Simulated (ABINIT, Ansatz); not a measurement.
# BN (P6_3/mmc): modes at Γ and the response to a field

Which modes does BN (P6_3/mmc) have at the zone centre?

Program: ABINIT 10.8.3. Level of theory: DFT LDA, scalar-relativistic, plane waves, PseudoDojo norm-conserving pseudopotentials. Results are calculated unless marked as measured.

The database entry behind the starting cell differs from later determinations by our own check (about 0.3 % short, minor phase), so it need not match the best structure at ambient conditions.

### 1. Starting point

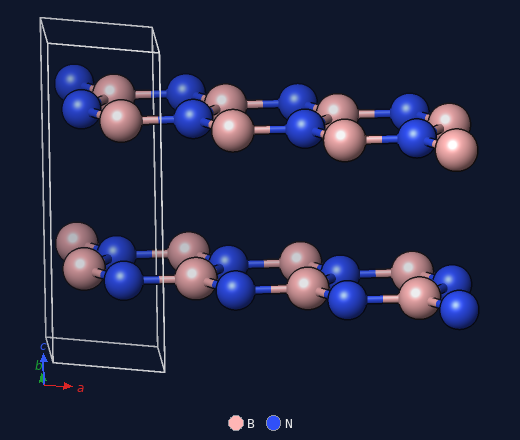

The starting structure, seen slightly off an axis (boron pink, nitrogen blue). 4×2×1 cells are drawn.

Coordinates:

```xyz
4
Lattice="2.4892 0.0000 0.0000 -1.2446 2.1557 0.0000 0.0000 0.0000 6.4930" Properties=species:S:1:pos:R:3 pbc="T T T"
B     0.0000    1.4371    1.6232
B     1.2446    0.7186    4.8697
N     0.0000    1.4371    4.8697
N     1.2446    0.7186    1.6232
```

### 2. Relaxation

Frequencies change by per cents with a per cent of volume, so the structure is first brought to rest at this level of theory.

The starting cell comes from a relaxation made beforehand in Ansatz (LDA, PseudoDojo NC).

relax.abi reads:

```
# relaxation
ionmov 2
optcell 2
ecutsm 0.5
dilatmx 1.08
ntime 40
tolmxf 1.0d-05
tolvrs 1.0d-14
prtwf 0
prtden 0
chksymtnons 0

# basis, mesh and filling
ecut 36.0
ngkpt 9 9 4
nshiftk 1
shiftk 0.0 0.0 0.0
istwfk *1
occopt 1
nband 8
nstep 100
diemac 9.0
prtebands 0
prtgsr 0

# cell and atoms
acell 4.703907367 4.703907367 12.26995836
rprim 
    1.0 0.0 0.0
    -0.5 0.8660254038 0.0
    0.0 0.0 1.0
ntypat 2
znucl 5 7
natom 4
typat 1 1 2 2
xred 
    1/3 2/3 0.25
    2/3 1/3 0.75
    1/3 2/3 0.75
    2/3 1/3 0.25
pp_dirpath "./pseudo"
pseudos "B.upf, N.upf"
```

On the command line:

```bash
$ OMP_NUM_THREADS=1 mpirun -n 8 abinit relax.abi > relax.log
```

Numbers of over 12 decimals in the logs are rounded to 6 here.

relax.abo, the main output file:

```text
[banners, grids, parts of the stress and lines that vanish by symmetry left out]
- input  file    -> relax.abi
- output file    -> relax.abo
- root for input  files -> relaxi
[...]
Symmetries : space group P6_3/m m c (#194); Bravais hP (primitive hexag.)
[...]
mpw =        3080          nfft =       64800          nkpt =          36
[...]
== DATASET  1 ==================================================================
[...]
cutoff_energies: {ecut:  36.0, pawecutdg:  -1.0, }
[...]
ETOT  1  -26.678787993516    -2.668E+01 1.527E-01 7.587E+02
 ETOT  2  -26.774989609852    -9.620E-02 8.253E-04 2.081E+02
 ETOT  3  -26.835659982578    -6.067E-02 7.660E-04 2.693E+01
 ETOT  4  -26.842173753760    -6.514E-03 7.100E-05 1.082E-01
 ETOT  5  -26.842188128093    -1.437E-05 3.459E-06 2.901E-03
[...]
At SCF step   12       vres2   =  8.49E-15 < tolvrs=  1.00E-14 =>converged.
[...]
sigma(1 1)=  5.36721262E-07  sigma(3 2)=  0.00000000E+00
  sigma(2 2)=  5.36721085E-07  sigma(3 1)=  0.00000000E+00
  sigma(3 3)= -8.44404700E-08  sigma(2 1)=  0.00000000E+00
[...]
convergence: {deltae: -6.821E-13, res2:  8.491E-15, residm:  7.374E-16, diffor: null, }
etotal    :  -2.68421887E+01
[...]
ETOT  1  -26.842188724189    -2.684E+01 6.269E-10 1.029E-04
[...]
ETOT  6  -26.842188736258    -4.121E-13 2.012E-15 2.749E-11
 ETOT  7  -26.842188736259    -6.253E-13 7.827E-17 8.740E-15
 At SCF step    7       vres2   =  8.74E-15 < tolvrs=  1.00E-14 =>converged.
[...]
sigma(1 1)= -7.74560451E-08  sigma(3 2)=  0.00000000E+00
  sigma(2 2)= -7.74562219E-08  sigma(3 1)=  0.00000000E+00
  sigma(3 3)= -8.55388110E-08  sigma(2 1)=  0.00000000E+00
[...]
convergence: {deltae: -6.253E-13, res2:  8.740E-15, residm:  7.827E-17, diffor: null, }
etotal    :  -2.68421887E+01
[...]
At Broyd/MD step   2, gradients are converged :
[...]
sigma(1 1)= -7.74560451E-08  sigma(3 2)=  0.00000000E+00
  sigma(2 2)= -7.74562219E-08  sigma(3 1)=  0.00000000E+00
  sigma(3 3)= -8.55388110E-08  sigma(2 1)=  0.00000000E+00
[...]
- sigma(1 1)= -2.27883552E-03  sigma(3 2)=  0.00000000E+00
- sigma(2 2)= -2.27884073E-03  sigma(3 1)=  0.00000000E+00
- sigma(3 3)= -2.51663871E-03  sigma(2 1)=  0.00000000E+00
[...]
fcart      4.5794925278E-28 -8.9412906853E-44 -0.0000000000E+00
           strten     -7.7456045060E-08 -7.7456221916E-08 -8.5538811048E-08
================================================================================

[key lines of the parts left out:]
pressure_GPa:   2.3581E-03
Total energy (etotal) [Ha]= -2.68421887362588E+01
```

The job ended after 8.9 s (8 MPI ranks of Arm Neoverse V2, shared host).

Little changed from the start: no atom moved by 0.005 Å and no cell edge by 0.1 %.

Numbers from this step:

* volume per atom: 8.710 Å³
* pressure: 0.002358 GPa

### 3. Ground state

The response is built on these wavefunctions, so the potential is converged far more tightly than an energy would need.

gs.abi reads:

```
# ground state
tolvrs 1.0d-16
prtden 1
prtwf 1

# basis, mesh and filling
ecut 36.0
ngkpt 9 9 4
nshiftk 1
shiftk 0.0 0.0 0.0
istwfk *1
occopt 1
nband 8
nstep 100
diemac 9.0
prtebands 0
prtgsr 0

# cell and atoms
acell 4.703831627 4.703831627 12.26998944
rprim 
    1.0 0.0 0.0
    -0.5 0.8660254038 0.0
    0.0 0.0 1.0
ntypat 2
znucl 5 7
natom 4
typat 1 1 2 2
xred 
    1/3 2/3 0.25
    2/3 1/3 0.75
    1/3 2/3 0.75
    2/3 1/3 0.25
pp_dirpath "./pseudo"
pseudos "B.upf, N.upf"
```

On the command line:

```bash
$ OMP_NUM_THREADS=1 mpirun -n 8 abinit gs.abi > gs.log
```

gs.abo, the main output file:

```text
[banners, grids, parts of the stress and lines that vanish by symmetry left out]
- input  file    -> gs.abi
- output file    -> gs.abo
- root for input  files -> gsi
[...]
Symmetries : space group P6_3/m m c (#194); Bravais hP (primitive hexag.)
[...]
mpw =        2446          nfft =       52488          nkpt =          36
[...]
== DATASET  1 ==================================================================
[...]
cutoff_energies: {ecut:  36.0, pawecutdg:  -1.0, }
[...]
ETOT  1  -26.666969734661    -2.667E+01 2.680E-01 6.215E+02
 ETOT  2  -26.772870909475    -1.059E-01 9.468E-04 1.744E+02
 ETOT  3  -26.835804397272    -6.293E-02 8.847E-04 2.151E+01
 ETOT  4  -26.842233356939    -6.429E-03 6.689E-05 9.279E-02
 ETOT  5  -26.842248285922    -1.493E-05 3.164E-06 2.461E-03
[...]
ETOT 13  -26.842248935725    -2.593E-13 1.776E-17 1.307E-15
 ETOT 14  -26.842248935725     8.527E-14 6.897E-19 8.143E-17
 At SCF step   14       vres2   =  8.14E-17 < tolvrs=  1.00E-16 =>converged.
[...]
sigma(1 1)=  2.53507653E-05  sigma(3 2)=  0.00000000E+00
  sigma(2 2)=  2.53507652E-05  sigma(3 1)=  0.00000000E+00
  sigma(3 3)=  2.33292774E-05  sigma(2 1)=  0.00000000E+00
[...]
convergence: {deltae:  8.527E-14, res2:  8.143E-17, residm:  6.897E-19, diffor: null, }
etotal    :  -2.68422489E+01
[...]
sigma(1 1)=  2.53507653E-05  sigma(3 2)=  0.00000000E+00
  sigma(2 2)=  2.53507652E-05  sigma(3 1)=  0.00000000E+00
  sigma(3 3)=  2.33292774E-05  sigma(2 1)=  0.00000000E+00
[...]
- sigma(1 1)=  7.45845267E-01  sigma(3 2)=  0.00000000E+00
- sigma(2 2)=  7.45845261E-01  sigma(3 1)=  0.00000000E+00
- sigma(3 3)=  6.86371038E-01  sigma(2 1)=  0.00000000E+00
[...]
fcart     -3.4346193954E-28  6.6099281083E-29 -0.0000000000E+00
           strten      2.5350765340E-05  2.5350765163E-05  2.3329277386E-05
================================================================================

[key lines of the parts left out:]
pressure_GPa:  -7.2602E-01
```

Elapsed: 5.9 s, on 8 MPI ranks.

Numbers from this step:

```
pressure : -0.7260 GPa
```

The cell stands at -0.73 GPa: the relaxation ran with a smoothed cutoff, and the difference is a stress of the finite basis.

### 4. Empty bands

Empty bands on the ground state's density check that the gap assumed so far is there in this cell.

gap.abi reads:

```
# empty bands on the ground state's density
iscf -2
getden_filepath "gso_DEN"
tolwfr 1.0d-12
nbdbuf 2
prtwf 0

# basis, mesh and filling
ecut 36.0
ngkpt 9 9 4
nshiftk 1
shiftk 0.0 0.0 0.0
istwfk *1
occopt 1
nband 12
nstep 100
diemac 9.0
prtebands 0
prtgsr 0

# cell and atoms
acell 4.703831627 4.703831627 12.26998944
rprim 
    1.0 0.0 0.0
    -0.5 0.8660254038 0.0
    0.0 0.0 1.0
ntypat 2
znucl 5 7
natom 4
typat 1 1 2 2
xred 
    1/3 2/3 0.25
    2/3 1/3 0.75
    1/3 2/3 0.75
    2/3 1/3 0.25
pp_dirpath "./pseudo"
pseudos "B.upf, N.upf"
```

On the command line:

```bash
$ OMP_NUM_THREADS=1 mpirun -n 8 abinit gap.abi > gap.log
```

gap.abo, the main output file:

```text
[banners, grids, parts of the stress and lines that vanish by symmetry left out]
- input  file    -> gap.abi
- output file    -> gap.abo
- root for input  files -> gapi
[...]
Symmetries : space group P6_3/m m c (#194); Bravais hP (primitive hexag.)
[...]
mpw =        2446          nfft =       52488          nkpt =          36
[...]
== DATASET  1 ==================================================================
[...]
cutoff_energies: {ecut:  36.0, pawecutdg:  -1.0, }
[...]
-outvars: echo values of variables after computation
            acell      4.7038316270E+00  4.7038316270E+00  1.2269989440E+01 Bohr
================================================================================
```

It took 5.4 s on 8 MPI ranks.

Read from the output:

```yaml
gap_on_the_k_mesh: 4.253 eV
```

In this cell the gap on the mesh is 4.3 eV, indirect (smallest direct 4.5 eV), so fixed occupations hold.

### 5. Zone-centre response

The derivative of the wavefunctions by k comes first, since the response to a field is built on it; then the field and the displacements that symmetry doesn't supply are solved at q = 0.

It reads the wavefunctions written in step 3.

dfpt_gamma.abi reads:

```
ndtset 2

# common to the responses
getwfk_filepath "gso_WFK"
kptopt 2
nqpt 1
qpt 0.0 0.0 0.0
asr 0
chneut 0

# d/dk
rfelfd1 2
rfdir1 1 1 1
iscf1 -3
tolwfr1 1.0d-20

# displacements, field
rfphon2 1
rfatpol2 1 4
rfdir2 1 1 1
rfelfd2 3
getddk2 1
tolvrs2 1.0d-10
prtwf2 0

# basis, mesh and filling
ecut 36.0
ngkpt 9 9 4
nshiftk 1
shiftk 0.0 0.0 0.0
istwfk *1
occopt 1
nband 8
nstep 100
diemac 9.0
prtebands 0
prtgsr 0

# cell and atoms
acell 4.703831627 4.703831627 12.26998944
rprim 
    1.0 0.0 0.0
    -0.5 0.8660254038 0.0
    0.0 0.0 1.0
ntypat 2
znucl 5 7
natom 4
typat 1 1 2 2
xred 
    1/3 2/3 0.25
    2/3 1/3 0.75
    1/3 2/3 0.75
    2/3 1/3 0.25
pp_dirpath "./pseudo"
pseudos "B.upf, N.upf"
```

On the command line:

```bash
$ OMP_NUM_THREADS=1 mpirun -n 8 abinit dfpt_gamma.abi > dfpt_gamma.log
```

dfpt_gamma.abo, the main output file:

```text
[banners, grids, parts of the stress and lines that vanish by symmetry left out]
- input  file    -> dfpt_gamma.abi
- output file    -> dfpt_gamma.abo
- root for input  files -> dfpt_gammai
[...]
DATASET    1 : space group P6_3/m m c (#194); Bravais hP (primitive hexag.)
[...]
nfft =       52488          nkpt =         163
[...]
DATASET    2 : space group P6_3/m m c (#194); Bravais hP (primitive hexag.)
[...]
nfft =       52488          nkpt =         163
[...]
== DATASET  1 ==================================================================
[...]
cutoff_energies: {ecut:  36.0, pawecutdg:  -1.0, }
[...]
-  7.00000   5.00000  180309                  znucl, zion, pspdat
[...]
Perturbation : derivative vs k along direction   1
[...]
-ETOT  1  -38.936043947173     -3.894E+01 7.262E-01 0.000E+00
 ETOT  2  -39.038332142454     -1.023E-01 9.907E-03 0.000E+00
 ETOT  3  -39.039087419674     -7.553E-04 1.946E-04 0.000E+00
 ETOT  4  -39.039098692078     -1.127E-05 4.633E-06 0.000E+00
 ETOT  5  -39.039098923021     -2.309E-07 1.840E-07 0.000E+00
[...]
At SCF step   14   max residual=  9.94E-21 < tolwfr=  1.00E-20 =>converged.
[...]
Perturbation : derivative vs k along direction   2
[...]
-ETOT  1  -38.937346649692     -3.894E+01 7.637E-01 0.000E+00
[...]
At SCF step   14   max residual=  9.94E-21 < tolwfr=  1.00E-20 =>converged.
[...]
Perturbation : derivative vs k along direction   3
[...]
-ETOT  1  -4.259796     -4.260E+00 2.216E-02 0.000E+00
[...]
At SCF step   15   max residual=  9.97E-21 < tolwfr=  1.00E-20 =>converged.
[...]
1        1       1.4522892461    0.0000000000
     1        2      -0.5030877523   -0.0000000000
     1        3       0.0000000000    0.0000000000
     2        1      -0.5030877523   -0.0000000000
     2        2       0.8713735476    0.0000000000
     2        3       0.0000000000    0.0000000000
     3        1       0.0000000000    0.0000000000
     3        2       0.0000000000    0.0000000000
     3        3       0.6571981237   -0.0000000000
[...]
== DATASET  2 ==================================================================
[...]
cutoff_energies: {ecut:  36.0, pawecutdg:  -1.0, }
[...]
Perturbation : displacement of atom   1   along direction   1
[...]
-ETOT  1   10.381314467090     -1.507E+02 5.027E-01 1.019E+03
[...]
At SCF step    9       vres2   =  3.80E-11 < tolvrs=  1.00E-10 =>converged.
[...]
Perturbation : displacement of atom   1   along direction   3
[...]
-ETOT  1   23.335241556507     -7.854E+02 1.311E+00 2.434E+03
[...]
At SCF step   13       vres2   =  1.36E-11 < tolvrs=  1.00E-10 =>converged.
[...]
Perturbation : displacement of atom   3   along direction   1
[...]
-ETOT  1   11.868668703085     -8.212E+02 1.971E+00 2.628E+03
[...]
At SCF step    9       vres2   =  6.68E-11 < tolvrs=  1.00E-10 =>converged.
[...]
Perturbation : displacement of atom   3   along direction   3
[...]
-ETOT  1   39.441998554657     -5.842E+03 1.264E+01 1.625E+05
[...]
At SCF step   13       vres2   =  1.76E-11 < tolvrs=  1.00E-10 =>converged.
[...]
Perturbation : homogeneous electric field along direction   1
[...]
-ETOT  1  -168.58063954452     -1.686E+02 3.865E+00 5.573E+03
[...]
At SCF step   11       vres2   =  3.44E-11 < tolvrs=  1.00E-10 =>converged.
[...]
Perturbation : homogeneous electric field along direction   3
[...]
-ETOT  1  -7.740319     -7.740E+00 3.600E-01 5.652E+03
[...]
ETOT  8  -9.019310     -2.496E-10 5.238E-11 3.887E-09
 ETOT  9  -9.019310     -1.167E-11 2.344E-12 1.765E-12
 At SCF step    9       vres2   =  1.76E-12 < tolvrs=  1.00E-10 =>converged.
[...]
Dielectric tensor, in cartesian coordinates,
[...]
1    6   1    6         4.8399867193        -0.0000000000
   1    6   2    6        -0.0000000000        -0.0000000000
   1    6   3    6        -0.0000000000        -0.0000000000
   2    6   1    6        -0.0000000000        -0.0000000000
   2    6   2    6         4.8399867194        -0.0000000000
   2    6   3    6        -0.0000000000        -0.0000000000
   3    6   1    6        -0.0000000000        -0.0000000000
   3    6   2    6        -0.0000000000        -0.0000000000
   3    6   3    6         2.8383720895        -0.0000000000
  Effective charges, in cartesian coordinates,
[...]
1    1   1    6         2.6971852261         0.0000000000
   2    1   1    6         0.0000000000         0.0000000000
   3    1   1    6         0.0000000000         0.0000000000
   1    2   1    6         2.6971852261         0.0000000000
   2    2   1    6         0.0000000000         0.0000000000
[...]
Effective charges, in cartesian coordinates,
[...]
2    6   1    4         0.0000000000         0.0000000000
   3    6   1    4         0.0000000000         0.0000000000
   1    6   2    4         0.0000000000         0.0000000000
   2    6   2    4        -2.6971623031         0.0000000000
   3    6   2    4         0.0000000000         0.0000000000
   1    6   3    4         0.0000000000         0.0000000000
   2    6   3    4         0.0000000000         0.0000000000
   3    6   3    4        -0.8146915523         0.0000000000
  Phonon wavevector (reduced coordinates) :  0.00000  0.00000  0.00000
 Phonon energies in Hartree :
[...]
Phonon frequencies in cm-1    :
-  1.961638E+00  1.961638E+00  2.155223E+00  5.010613E+01  5.010613E+01
-  1.119686E+02  7.567908E+02  8.173072E+02  1.384822E+03  1.384822E+03
-  1.384874E+03  1.384874E+03
  Phonon at Gamma, with non-analyticity in the
[...]
Phonon energies in Hartree :
[...]
Phonon frequencies in cm-1    :
-  1.961638E+00  1.961642E+00  2.155223E+00  5.010613E+01  5.010613E+01
-  1.119686E+02  7.567908E+02  8.173072E+02  1.384822E+03  1.384822E+03
-  1.384874E+03  1.616696E+03
  Phonon at Gamma, with non-analyticity in the
[...]
Phonon energies in Hartree :
[...]
Phonon frequencies in cm-1    :
-  1.961638E+00  1.961642E+00  2.155223E+00  5.010613E+01  5.010613E+01
-  1.119686E+02  7.567908E+02  8.173072E+02  1.384822E+03  1.384822E+03
-  1.384874E+03  1.616696E+03
  Phonon at Gamma, with non-analyticity in the
[...]
Phonon energies in Hartree :
[...]
Phonon frequencies in cm-1    :
-  1.961638E+00  1.961638E+00  2.155817E+00  5.010613E+01  5.010613E+01
-  1.119686E+02  8.173072E+02  8.252433E+02  1.384822E+03  1.384822E+03
-  1.384874E+03  1.384874E+03
[...]
fcart2     0.0000000000E+00  0.0000000000E+00  0.0000000000E+00
           strten2     0.0000000000E+00  0.0000000000E+00  0.0000000000E+00
================================================================================
```

It took 93 s on 8 MPI ranks; 12 min of CPU time.

This step gave:

```yaml
miss_of_the_charge_sum_rule: 5.28e-4 e
largest_acoustic_frequency_at_the_zone_centre_before_the_sum_rule: 2.16 cm⁻¹
highest_optical_zone_centre_mode_no_lo_to_term: 1385 cm⁻¹
lowest_optical_zone_centre_mode: 50.11 cm⁻¹
mean_high_frequency_dielectric_constant: 4.173
largest_born_charge_in_size_third_of_the_trace: 2.070 e
```

Born charge (rows field, columns displacement), before the sum rule (e), principal values of the symmetric part by kind of site:

```tsv
atom	atoms with these values	low	middle	high	mean
B1	2	0.81	2.70	2.70	2.07
N3	2	-2.70	-2.70	-0.81	-2.07
```

In full for B1:

```
2.70 0.00 0.00
0.00 2.70 0.00
0.00 0.00 0.81
```

High-frequency dielectric tensor:

```
4.84 0.00 0.00
0.00 4.84 0.00
0.00 0.00 2.84
```

The acoustic modes at Γ come out as far as 2.2 cm⁻¹ from zero, where they should vanish, a small numerical error; the Born charges miss their sum rule by 5.3e-4 e, which is good.

[end of part 1 of 3]

[Host names and launcher messages were left out of these logs when they were recorded.]

[Logs are printed without paths, hosts, clocks, repeated set-up lines and the standing remarks that a program may print on its own settings, such as how far it seeks lower states.]

[Hosts, paths, dates, database ids (printed as entryN), source tags and the programs' standing remarks are cut or masked in the printed files.]
